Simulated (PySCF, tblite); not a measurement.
# C₄H₈BO−: excited states, first hyperpolarisability

Wanted: excited states, first hyperpolarisability for C₄H₈BO− (`CB(C)/C=C/[O-]`).

Programs: tblite 0.8.0 and PySCF 2.14.0, with routines of our own; each step states its level. All values are computed. Atoms count from 0.

### Step 1. The system as given

14 atoms, charge -1, multiplicity 1; geometry from: force field or distance geometry start.

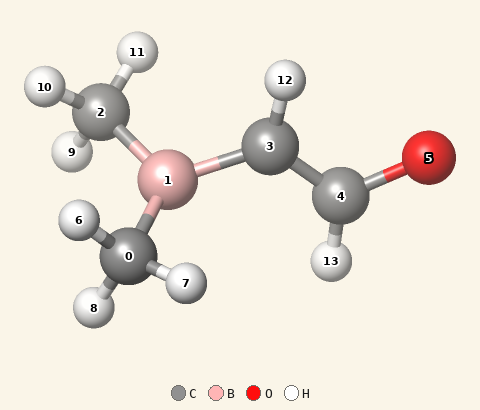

The starting geometry (carbon grey, boron pink, oxygen red, hydrogen white).

### Step 2. Optimising the geometry with GFN2-xTB

What the job is given:

```
{"job": {"kind": "relax", "xc": "GFN2-xTB", "basis": "xTB"}, "charge": -1, "multiplicity": 1}
C     -1.139500    -1.299800    -0.048500
B     -0.323500     0.056800    -0.028500
C     -1.057800     1.434200     0.107200
C      1.188500     0.048300     0.364400
C      2.133000    -0.324300    -0.490300
O      3.445300    -0.284800    -0.006300
H     -1.831900    -1.245300     0.803700
H     -0.431000    -2.109700     0.080500
H     -1.675200    -1.299600    -1.023400
H     -1.466100     1.683300    -0.911000
H     -1.867300     1.399500     0.859300
H     -0.375200     2.229600     0.390000
H      1.486200     0.337600     1.394400
H      1.913700    -0.626300    -1.513500
```

Command:

```
$ OMP_NUM_THREADS=1 python excited_run.py task.json out
```

This one command runs all jobs of the session in turn.

Log:

```text
step      E/eV     max force
  0    -491.14111    6.564
  1    -491.76293    2.412
  2    -491.89459    1.014
  3    -492.00514    1.302
  4    -492.08448    1.144
  5    -492.13257    0.738
  6    -492.17049    0.548
  7    -492.20768    0.623
  8    -492.23224    0.560
  9    -492.25053    0.391
 10    -492.27169    0.443
 11    -492.30182    0.692
 12    -492.34851    0.957
 13    -492.40741    0.720
 14    -492.45766    0.688
 15    -492.50238    0.561
 16    -492.55457    0.582
 17    -492.59843    0.522
 18    -492.62943    0.547
 19    -492.65890    0.641
 20    -492.68990    0.533
 21    -492.72528    0.478
 22    -492.74356    0.362
 23    -492.76742    0.398
 24    -492.78814    0.381
 25    -492.80930    0.356
 26    -492.82415    0.411
 27    -492.84040    0.372
 28    -492.85543    0.263
 29    -492.86642    0.247
 30    -492.87654    0.212
 31    -492.88389    0.147
 32    -492.88724    0.125
 33    -492.88877    0.118
 34    -492.89040    0.114
 35    -492.89231    0.124
 36    -492.89411    0.150
 37    -492.89545    0.115
 38    -492.89669    0.094
 39    -492.89777    0.112
 40    -492.89872    0.112
 41    -492.89968    0.089
 42    -492.90056    0.071
 43    -492.90132    0.069
 44    -492.90201    0.075
 45    -492.90266    0.074
 46    -492.90316    0.056
 47    -492.90347    0.051
 48    -492.90371    0.043
 49    -492.90400    0.060
 50    -492.90434    0.062
 51    -492.90460    0.036
 52    -492.90473    0.028
 53    -492.90480    0.026
 54    -492.90488    0.030
 55    -492.90495    0.023
 56    -492.90499    0.019
 57    -492.90502    0.018
 58    -492.90505    0.021
 59    -492.90508    0.017
 60    -492.90510    0.008
```

It took 0.17 s on 1 thread of Intel Xeon 6975P-C, shared host.

Step by step: (not every step is listed)

| step | energy from step 0 (eV) | largest force (eV/Å) |
| --- | --- | --- |
| 0 | 0.0000 | 6.5645 |
| 1 | -0.6218 | 2.4116 |
| 2 | -0.7535 | 1.0145 |
| 3 | -0.8640 | 1.3022 |
| 4 | -0.9434 | 1.1441 |
| 5 | -0.9915 | 0.7383 |
| 6 | -1.0294 | 0.5481 |
| 7 | -1.0666 | 0.6229 |
| 8 | -1.0911 | 0.5600 |
| 12 | -1.2074 | 0.9571 |
| 16 | -1.4135 | 0.5824 |
| 20 | -1.5488 | 0.5334 |
| 24 | -1.6470 | 0.3809 |
| 28 | -1.7143 | 0.2628 |
| 32 | -1.7461 | 0.1252 |
| 36 | -1.7530 | 0.1504 |
| 40 | -1.7576 | 0.1125 |
| 44 | -1.7609 | 0.0752 |
| 48 | -1.7626 | 0.0430 |
| 52 | -1.7636 | 0.0285 |
| 55 | -1.7638 | 0.0232 |
| 56 | -1.7639 | 0.0190 |
| 57 | -1.7639 | 0.0177 |
| 58 | -1.7639 | 0.0214 |
| 59 | -1.7640 | 0.0170 |
| 60 | -1.7640 | 0.0083 |

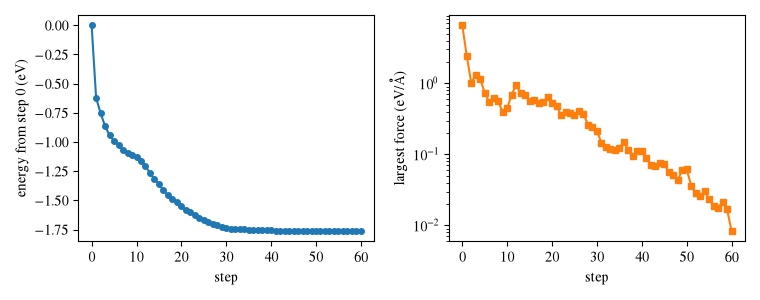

Energy and force, step by step.

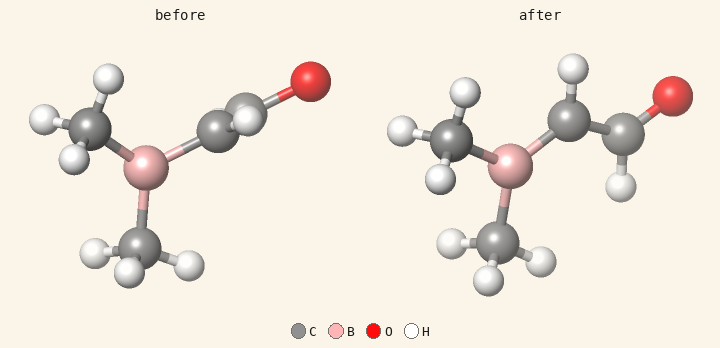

The geometry before (left) and after (right).

Close pairs (by a distance rule), those that changed most:

| bond | before (Å) | after (Å) | change (Å) |
| --- | --- | --- | --- |
| C4–O5 | 1.399 | 1.246 | -0.153 |
| B1–C3 | 1.562 | 1.478 | -0.084 |
| C3–C4 | 1.327 | 1.396 | +0.069 |
| B1–C2 | 1.567 | 1.616 | +0.049 |
| C4–H13 | 1.089 | 1.123 | +0.034 |
| C2–H9 | 1.125 | 1.093 | -0.032 |
| C0–B1 | 1.583 | 1.611 | +0.028 |
| C0–H8 | 1.112 | 1.093 | -0.019 |

The final coordinates are the input of the step that follows.

### Step 3. Vibrational analysis with GFN2-xTB

What the job is given:

```
{"job": {"kind": "ir", "xc": "GFN2-xTB", "basis": "xTB"}, "charge": -1, "multiplicity": 1}
C     -1.005647    -1.177344    -0.297997
B     -0.223245     0.183214     0.065492
C     -1.187593     1.440789     0.383189
C      1.246616     0.336984     0.093459
C      2.207359    -0.637967    -0.179415
O      3.448808    -0.529155    -0.169967
H     -1.761661    -1.421325     0.452716
H     -0.350690    -2.041893    -0.387811
H     -1.536686    -1.079037    -1.248168
H     -1.698697     1.778418    -0.522234
H     -1.971525     1.189674     1.102162
H     -0.647437     2.300416     0.781109
H      1.686687     1.305092     0.345788
H      1.793031    -1.648338    -0.440489
```

Log:

```text
mode    cm-1     km/mol
  1     -22.0      0.01
  2      68.0      0.03
  3     141.6      0.84
  4     178.4      1.69
  5     195.9      4.42
  6     281.0      1.07
  7     373.1      0.65
  8     394.1      1.16
  9     502.3      7.18
 10     736.2     16.74
 11     770.9      1.06
 12     817.2      1.00
 13     839.4     26.47
 14     897.0     90.28
 15     902.5     15.63
 16     954.4      1.81
 17    1050.2    119.69
 18    1212.3    130.46
 19    1260.3     71.40
 20    1376.5     39.59
 21    1388.3     27.10
 22    1395.0    124.96
 23    1456.4     40.38
 24    1528.0      0.14
 25    1530.3      2.72
 26    1535.9      3.35
 27    1538.1      2.79
 28    1647.9   1071.66
 29    2559.2    369.35
 30    2927.9    174.94
 31    2941.1      4.70
 32    2947.8    264.03
 33    2955.2     14.41
 34    2964.4    260.94
 35    2989.8    114.51
 36    3013.2     60.71
```

Wall time 0.19 s (1 thread of Intel Xeon 6975P-C, shared host).

The strongest bands and the atoms that carry them (share of the mass-weighted mode):

| cm⁻¹ | km/mol | atoms |
| --- | --- | --- |
| 1050 | 119.7 | B1 61 % |
| 1212 | 130.5 | C3 31 %, B1 27 %, C4 22 % |
| 1395 | 125.0 | H13 33 %, C3 14 %, H8 12 %, H6 11 % |
| 1648 | 1071.7 | C4 63 %, O5 18 %, C3 11 % |
| 2559 | 369.4 | H13 95 % |
| 2928 | 174.9 | H12 92 % |
| 2948 | 264.0 | H6 30 %, H9 24 %, H8 24 %, H10 14 % |
| 2964 | 260.9 | H8 30 %, H6 28 %, H10 18 %, H9 13 % |

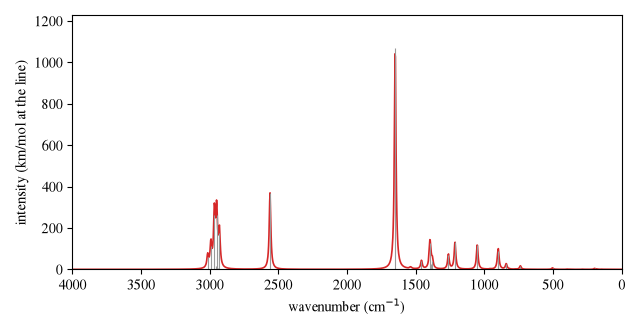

The infrared spectrum from these modes, unscaled. Lines are broadened to a width of 14 cm⁻¹ (Lorentzian).

### Step 4. Excited states: TDA BHandHLYP/def2-TZVP

Settings changed since step 3:

```diff
@@ -1,2 +1,2 @@
-{"job": {"kind": "ir", "xc": "GFN2-xTB", "basis": "xTB"}, "charge": -1, "multiplicity": 1}
+{"job": {"kind": "states", "xc": "BHandHLYP", "basis": "def2-TZVP", "tda": true, "soc": true, "nstates": 8, "ntriplets": 4, "nquad": 4}, "charge": -1, "multiplicity": 1}
 C     -1.005647    -1.177344    -0.297997
```

Method: TDA BHandHLYP/def2-TZVP excited states, vertical, gas phase, spin-orbit mean-field couplings.

Log:

```text
coarse grid: 11480 points
cycle   1  E = -257.1367216054  dE =  6.493e-01  |g| = 8.693e-01  |ddm| = 2.664e+00
cycle   2  E = -257.0256158837  dE =  1.111e-01  |g| = 1.216e+00  |ddm| = 6.322e+00
cycle   3  E = -257.3036526739  dE = -2.780e-01  |g| = 1.832e-01  |ddm| = 5.160e+00
cycle   4  E = -257.3112210733  dE = -7.568e-03  |g| = 5.654e-02  |ddm| = 2.487e-01
cycle   5  E = -257.3120519068  dE = -8.308e-04  |g| = 9.886e-03  |ddm| = 1.335e-01
cycle   6  E = -257.3120799729  dE = -2.807e-05  |g| = 4.296e-03  |ddm| = 2.045e-02
cycle   7  E = -257.3120859445  dE = -5.972e-06  |g| = 8.868e-04  |ddm| = 1.982e-02
final grid: 110224 points
cycle   8  E = -257.3074661562  dE = -2.757e-05  |g| = 3.700e-03  |ddm| = 4.824e-02
cycle   9  E = -257.3074666253  dE = -4.691e-07  |g| = 3.539e-03  |ddm| = 7.964e-03
cycle  10  E = -257.3074693372  dE = -2.712e-06  |g| = 7.552e-04  |ddm| = 3.714e-03
cycle  11  E = -257.3074694386  dE = -1.014e-07  |g| = 1.868e-04  |ddm| = 1.071e-03
cycle  12  E = -257.3074694462  dE = -7.575e-09  |g| = 2.798e-05  |ddm| = 7.699e-04
cycle  13  E = -257.3074694464  dE = -2.422e-10  |g| = 1.242e-05  |ddm| = 7.780e-05
converged SCF energy = -257.3074694464

Singlet excitations
state   eV       nm        f     d(h-e)  d(exc)  Lambda  PR(NTO)  |dmu|/D   mu/D   main configurations
  1   4.8749   254.3   0.00080   1.304   2.715   0.412   1.015    3.881    0.959   H-1->L+1 0.86
  2   5.0262   246.7   0.02446   2.317   4.147   0.278   1.012    7.977    3.949   H->L 0.96
  3   5.6550   219.2   0.64161   0.693   2.933   0.660   1.257    1.701    2.613   H->L+1 0.88
  4   5.8576   211.7   0.00175   1.116   3.855   0.251   1.003    3.598    0.868   H->L+2 0.91
  5   6.5988   187.9   0.05132   1.573   3.961   0.333   1.008                     H->L+4 0.69, H->L+3 0.20
  6   6.6358   186.8   0.14022   3.285   4.792   0.204   1.175                     H-1->L 0.86
  7   6.8071   182.1   0.00227   2.687   4.249   0.294   1.062                     H->L+3 0.73, H->L+4 0.19
  8   7.0066   177.0   0.04661   1.432   3.771   0.278   1.015                     H->L+5 0.90

Triplet excitations (Tamm-Dancoff)
state   eV     d(h-e)  d(exc)  Lambda  PR(NTO)   main configurations
  1   3.5165   0.491   2.694   0.695   1.017   H->L+1 0.95
  2   4.4254   1.230   2.641   0.411   1.012   H-1->L+1 0.84, H-1->L+7 0.08
  3   4.9138   2.118   4.033   0.281   1.007   H->L 0.93
  4   5.7950   0.887   3.515   0.341   1.029   H->L+2 0.64, H->L+7 0.18, H->L+6 0.09
S1 - T1 = 1.3584 eV

Spin-orbit couplings |<S|Hso|T>| (cm-1)
             T1       T2       T3       T4
S0        0.375   49.673    3.327    3.485
S1       27.528    0.575    0.869    6.883
S2        3.903    1.245    0.336    1.528
S3        1.044   27.063    5.980    3.067
S4        2.196    0.431    0.328    1.061
S5        3.714    0.339    0.312    1.846
S6        0.212    1.455   21.311    2.717
S7        1.006    1.609    3.730    1.975
S8        3.179    2.864    0.686    1.221
T1 sublevels (cm-1): 0.000 0.000 0.035   radiative rates (1/s): 0.238 0.000135 0.14
```

Run time: 26 s. Hardware: 1 thread of Intel Xeon 6975P-C, shared host; peak memory 0.81 GiB.

From this job:

| quantity | value |
| --- | --- |
| S1 less T1 | 1.36 eV |

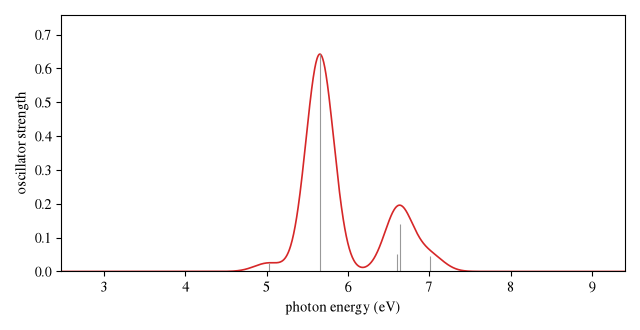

Absorption lines of the singlets. Lines are broadened to a width of 0.40 eV (Gaussian).

Orbitals, density, ELF and potential are computed afterwards from the orbital file.

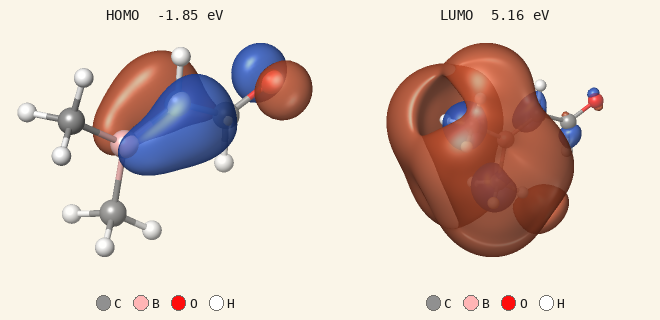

BHandHLYP/def2-TZVP orbitals near the gap, drawn at the value that encloses 70 % of each; the two colours are the two signs.

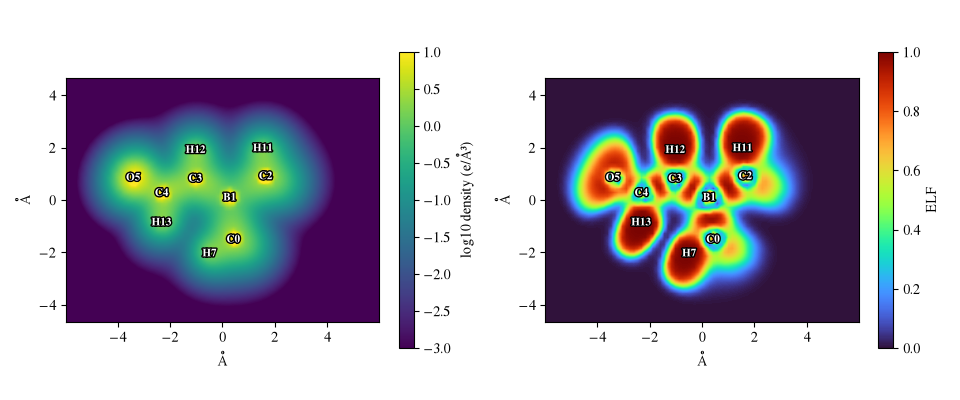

Density (left) and ELF (right) in a plane through or near 10 of the atoms.

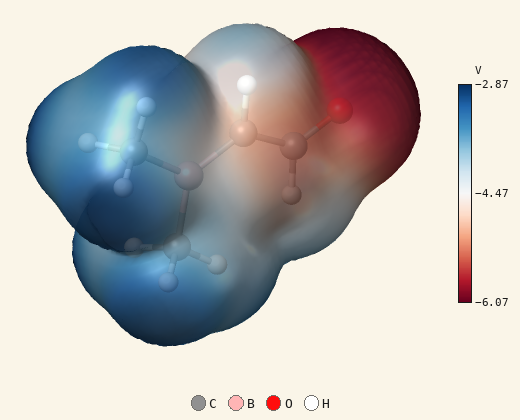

Electrostatic potential on the surface of density 0.002 e/bohr³; red is low, blue high. It runs from -6.07 V near O5 to -2.87 V near H9.

### Step 5. Excited states: TDDFT wB97X-D/def2-SVPD

Settings changed since step 4:

```diff
@@ -1,2 +1,2 @@
-{"job": {"kind": "states", "xc": "BHandHLYP", "basis": "def2-TZVP", "tda": true, "soc": true, "nstates": 8, "ntriplets": 4, "nquad": 4}, "charge": -1, "multiplicity": 1}
+{"job": {"kind": "states", "xc": "wB97X-D", "basis": "def2-SVPD", "tpa": true, "nstates": 6, "nquad": 5, "ntriplets": 0}, "charge": -1, "multiplicity": 1}
 C     -1.005647    -1.177344    -0.297997
```

Level: TDDFT wB97X-D/def2-SVPD excited states, vertical, gas phase, two-photon moments by quadratic response.

Log:

```text
coarse grid: 11480 points
cycle   1  E = -256.8842541181  dE =  6.468e-01  |g| = 8.704e-01  |ddm| = 7.084e+00
cycle   2  E = -256.7621957771  dE =  1.221e-01  |g| = 1.257e+00  |ddm| = 4.908e+00
cycle   3  E = -257.0590977900  dE = -2.969e-01  |g| = 1.595e-01  |ddm| = 3.321e+00
cycle   4  E = -257.0653041511  dE = -6.206e-03  |g| = 4.547e-02  |ddm| = 3.762e-01
cycle   5  E = -257.0658829214  dE = -5.788e-04  |g| = 9.732e-03  |ddm| = 1.465e-01
cycle   6  E = -257.0659214003  dE = -3.848e-05  |g| = 4.508e-03  |ddm| = 4.209e-02
cycle   7  E = -257.0659311493  dE = -9.749e-06  |g| = 9.951e-04  |ddm| = 2.481e-02
final grid: 110224 points
cycle   8  E = -257.1086330774  dE = -9.227e-05  |g| = 4.521e-03  |ddm| = 1.901e-01
cycle   9  E = -257.1086366109  dE = -3.534e-06  |g| = 3.153e-03  |ddm| = 2.683e-02
cycle  10  E = -257.1086387964  dE = -2.186e-06  |g| = 7.888e-04  |ddm| = 7.150e-03
cycle  11  E = -257.1086389012  dE = -1.048e-07  |g| = 4.996e-04  |ddm| = 3.071e-03
cycle  12  E = -257.1086389592  dE = -5.799e-08  |g| = 8.035e-05  |ddm| = 1.161e-03
cycle  13  E = -257.1086389625  dE = -3.272e-09  |g| = 3.126e-05  |ddm| = 4.831e-04
cycle  14  E = -257.1086389632  dE = -7.865e-10  |g| = 1.017e-05  |ddm| = 3.017e-04
converged SCF energy = -257.1086389632

Singlet excitations
state   eV       nm        f     d(h-e)  d(exc)  Lambda  PR(NTO)  |dmu|/D   mu/D   delta(TPA)   sigma/GM   main configurations
  1   4.5841   270.5   0.00631   1.405   3.152   0.371   1.564    4.311    0.845        5.74      0.044   H-1->L+1 0.69, H->L 0.21
  2   4.6124   268.8   0.01405   1.661   3.961   0.274   1.535    5.651    1.595       14.13      0.110   H->L 0.72, H-1->L+1 0.20
  3   5.1744   239.6   0.47020   0.582   2.942   0.618   1.400    1.327    3.216       33.93      0.333   H->L+1 0.88
  4   5.6961   217.7   0.00166   0.908   4.007   0.199   1.009    2.765    3.265       51.92      0.617   H->L+2 0.77, H->L+4 0.11, H->L+5 0.09
  5   5.7149   216.9   0.11468   1.766   4.174   0.202   1.155    3.844    2.311      115.25      1.379   H-1->L 0.60, H-1->L+3 0.12, H-1->L+4 0.12
  6   6.0906   203.6   0.01438   0.572   4.284   0.265   1.016                                            H->L+3 0.74, H->L+5 0.09
```

Run time: 20 s. Hardware: 1 thread of Intel Xeon 6975P-C, shared host; peak memory 0.67 GiB.

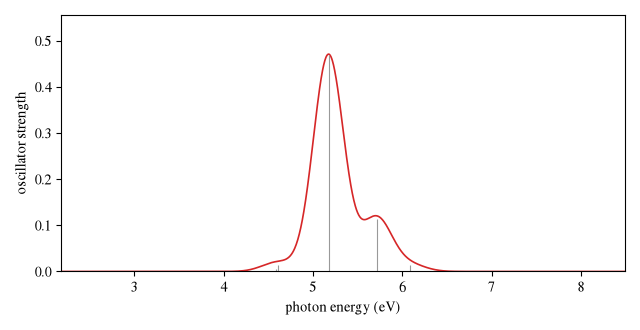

Absorption lines of the singlets. Lines are broadened to a width of 0.40 eV (Gaussian).

### Step 6. First hyperpolarisability: quadratic response B3LYP/def2-SVPD

Settings changed since step 5:

```diff
@@ -1,2 +1,2 @@
-{"job": {"kind": "states", "xc": "wB97X-D", "basis": "def2-SVPD", "tpa": true, "nstates": 6, "nquad": 5, "ntriplets": 0}, "charge": -1, "multiplicity": 1}
+{"job": {"kind": "beta", "xc": "B3LYP", "basis": "def2-SVPD", "wavelengths": [1550, 1064, 694.3]}, "charge": -1, "multiplicity": 1}
 C     -1.005647    -1.177344    -0.297997
```

With the program's defaults for keys left out, this is: quadratic response B3LYP/def2-SVPD first hyperpolarisability, Taylor convention, gas phase.

Log:

```text
coarse grid: 11480 points
cycle   1  E = -256.9246054042  dE =  4.803e-01  |g| = 9.586e-01  |ddm| = 9.023e+00
cycle   2  E = -254.6423674392  dE =  2.282e+00  |g| = 2.657e+00  |ddm| = 1.526e+02
cycle   3  E = -256.9646961627  dE = -2.322e+00  |g| = 7.988e-01  |ddm| = 1.525e+02
cycle   4  E = -257.1478534437  dE = -1.832e-01  |g| = 1.305e-01  |ddm| = 1.451e+00
cycle   5  E = -257.1521005604  dE = -4.247e-03  |g| = 8.661e-02  |ddm| = 5.743e-01
cycle   6  E = -257.1539909981  dE = -1.890e-03  |g| = 2.328e-02  |ddm| = 1.550e-01
cycle   7  E = -257.1541221931  dE = -1.312e-04  |g| = 6.491e-03  |ddm| = 5.969e-02
cycle   8  E = -257.1541334477  dE = -1.125e-05  |g| = 2.512e-03  |ddm| = 1.833e-02
cycle   9  E = -257.1541348604  dE = -1.413e-06  |g| = 6.055e-04  |ddm| = 6.151e-03
final grid: 110224 points
cycle  10  E = -257.2071829682  dE = -3.916e-05  |g| = 5.926e-03  |ddm| = 1.663e-01
cycle  11  E = -257.2071712567  dE =  1.171e-05  |g| = 9.221e-03  |ddm| = 2.782e-02
cycle  12  E = -257.2071904252  dE = -1.917e-05  |g| = 2.498e-03  |ddm| = 1.722e-02
cycle  13  E = -257.2071917813  dE = -1.356e-06  |g| = 1.249e-04  |ddm| = 4.675e-03
cycle  14  E = -257.2071917850  dE = -3.727e-09  |g| = 7.108e-05  |ddm| = 5.433e-04
cycle  15  E = -257.2071917865  dE = -1.443e-09  |g| = 2.180e-05  |ddm| = 1.664e-04
cycle  16  E = -257.2071917866  dE = -1.098e-10  |g| = 5.427e-06  |ddm| = 4.394e-05
converged SCF energy = -257.2071917866

Lowest singlets (eV, f): 3.8696 0.0046  4.3035 0.0003  4.4953 0.0012

First hyperpolarisability (au)
process     nm      |vector|   parallel      HRS      DR
static         -      655.60    -391.67     245.94   7.638
shg       1550.0      732.68    -437.61     275.24   7.493
eope      1550.0      679.62    -405.98          -       -
shg       1064.0      840.94     -502.1     316.54   7.305
eope      1064.0      708.50     -423.2          -       -
eope       694.3      793.01    -473.55          -       -
```

It took 18 s on 1 thread of Intel Xeon 6975P-C, shared host; peak memory 0.62 GiB.

Warnings kept with the result: second harmonic within 0.3 eV of the first excitation or beyond it: left out.

### Step 7. Outcome

| quantity | value |
| --- | --- |
| strongest single infrared mode (GFN2-xTB) | 1648 cm⁻¹, 1072 km/mol |
| zero-point energy (GFN2-xTB) | 69.0 kcal/mol |
| S1 less T1 (step 4, TDA BHandHLYP/def2-TZVP) | 1.36 eV |
| β vector (step 6, quadratic response B3LYP/def2-SVPD) | static 656, SHG 1550.0 nm 733, SHG 1064.0 nm 841 au |

The lowest mode is imaginary (22i cm⁻¹), so the xTB geometry is not a minimum: the zero-point energy counts the real modes alone, and all values at this geometry belong to a saddle point. The strongest single mode, at 1648 cm⁻¹, moves mainly C4. Unscaled tight-binding wavenumbers are off by several per cent, some by more. Its intensities can rank the bands wrongly. The anion's LUMO lies above zero, so it is an unbound level set by the basis, and the orbital gap is no excitation or fundamental gap. For an anion in the gas phase, states above the energy of detachment are held by the basis alone, so excitations and responses hang on it. In step 4, the number of triplets below S1 is 2, and the largest singlet-triplet spin-orbit coupling is S0–T2, 49.67 cm⁻¹. β grows from 656 au (static) to 841 au for doubling at 1064.0 nm: normal dispersion, which grows as twice the photon energy moves toward the bright states.
